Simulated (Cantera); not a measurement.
Charge: 1 mol PbO, 8.3 mol CO, 0.13 mol N2, held at 0.133 bar.

Cantera equilibrium calculation (NASA polynomials, part measured and part estimated; ideal gas, pure solids and liquids). Candidate condensed phases: C, Pb, PbO, PbO2, Pb3O4; 27 gas species. The numbers say what is thermodynamically allowed, not how fast it happens.

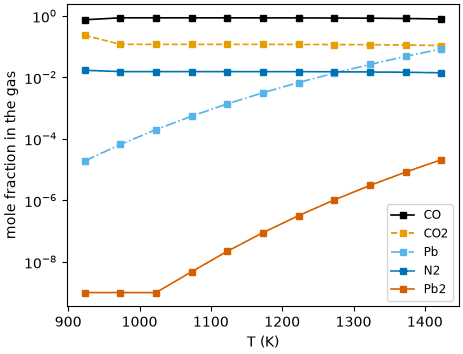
*Equilibrium gas composition (values under 1e-9 drawn at 1e-9)*

At 923 K the condensed part is C(graphite) + Pb(l). From 973 K to 1423 K the condensed part is Pb(l). The main Pb-bearing gas is Pb throughout. The share of Pb in condensed phases is highest at 923 K (100.0 %) and lowest at 1423 K (22.6 %).
